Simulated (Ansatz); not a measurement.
**Fields on a plane of RuTe2 (space group Pa-3)**

```
CELL_PARAMETERS angstrom
      6.44165     0.00000     0.00000
      0.00000     6.44165     0.00000
      0.00000     0.00000     6.44165
ATOMIC_POSITIONS crystal
  Te 0.37339 0.37339 0.37339
  Te 0.62661 0.62661 0.62661
  Te 0.12661 0.62661 0.87339
  Te 0.87339 0.37339 0.12661
  Te 0.87339 0.12661 0.62661
  Te 0.12661 0.87339 0.37339
  Te 0.62661 0.87339 0.12661
  Te 0.37339 0.12661 0.87339
  Ru 0.00000 0.00000 0.00000
  Ru 0.50000 0.00000 0.50000
  Ru 0.50000 0.50000 0.00000
  Ru 0.00000 0.50000 0.50000
```

The slice is a {100} plane (indices of the conventional cell) through the point (0.873, 0.373, 0.127) (fractional), spanned by u = [100] and v = [010] in vectors of this cell: u (6.44 Å) and v (6.44 Å, at 90° to u). It covers one period; positions are fractions (u, v).

Atoms on it: Te at (0.00, 0.00); Te at (0.75, 0.50). Other atoms lie within 1 Å of the plane.

The numbers are results of r2SCAN (plane waves to 500 eV, PAW, scalar-relativistic; Ansatz, a program for electronic structure), not measurements. k mesh 4×4×4. These are valence fields of a PAW run, semicore shells included where kept as valence: close to a nucleus they are smooth pseudo fields. RuTe2 is run without spin polarisation. RuTe2 was relaxed with its symmetry unable to fall. Spin-orbit coupling is left out, though Te is heavy.

```
|xxxxx  +#%@@@%%#**+++**##+. xxxx|
|xxxxx :*%@@@@%%%#####%%%%*: xxxx|
|xxxx  =#%@@@@%%%%%%%%@@@%#=  xxx|
|xxx  -*%@@@@@%%%%%%%@@@@@%*:  xx|
|    -+#%@@@@@%%%%%%@@@@@@%#+:   |
|  :-+*#%@@@@@%%%#%%%@@@@@%%#+=:.|
|=====+*%@@@@@%%###%%%@@@%%%%##*+|
|+=:..:=*#@@@@%%%##%%%%%####%%%##|
|+:     -*%@@@@%%#####**+++**#%##|
|= xxxxx =#%@@@%%%##*+=:   :=*##*|
|: xxxxx :*%@@@@%%#*+:       :+*+|
|. xxxxx .+#%@@@%%#+:  xxxxxx :==|
|: xxxxx .+#%@@@@%*=  xxxxxxxx --|
|-  xxxx :+#%@@@%%*: xxxxxxxxx .-|
|=:     .=*#%@@@%#+. xxxxxxxxx  =|
|++=:..:=+##%@@@%#+  xxxxxxxxxx =|
|##**+++**#%%@@@@%+. xxxxxxxxx  +|
|%%%%######%%@@@@%*: xxxxxxxxx :*|
|%@@@%%%%%%%%@@@@%#=  xxxxxxxx -#|
|@@@@@%%%%%%%@@@@@%*-  xxxxxx :+#|
|@@@@@@%%%%%%@@@@@@#*-       :+#%|
|@@@@@%%%#%%%@@@@@@%*+-:   :=+#%%|
|%%@@%%%###%%@@@@@%#+==-==+**#%%%|
|##%%%%%###%%@@@@%*=:..:=+*#%%%##|
|++**#####%%@@@@%*=     :+*#%##*+|
|  :-+*##%%%@@@%#= xxxxx -*##*=: |
|    :+*#%%@@@@%*- xxxxx :+*+-   |
|xxx  :+#%%@@@@#+: xxxxx .==:  xx|
|xxxx  -*%%@@@%#+: xxxxx .--  xxx|
|xxxxx :+#%@@@%#*-  xxxx :-. xxxx|
|xxxxx  +#%@@@%#*=.     :==  xxxx|
|xxxxx  +#%@@@%%#+=-:.:=++=  xxxx|
```
Scale: ten equal steps from -1.00 (start of ' ') to 7.64 (end of '@'), in the order ' .:-=+*#%@'. Values: electrostatic potential energy of an electron, from the cell's mean, in eV. The map has 32 points along u (one character each, u = 0 at the left) and 32 along v (v = 0 in the bottom row). Points within 1 Å of a nucleus are blanked (x), as the pseudised field means little there. Values under -1 eV are set to -1. The zero, the cell's mean, hangs on the PAW cores.

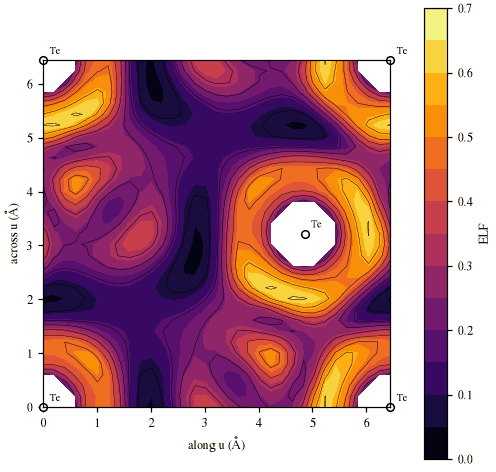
Figure: Electron localisation function (ELF), one period of the plane, atoms marked. Points within 0.5 Å of a nucleus are left white, as the pseudised field means little there.
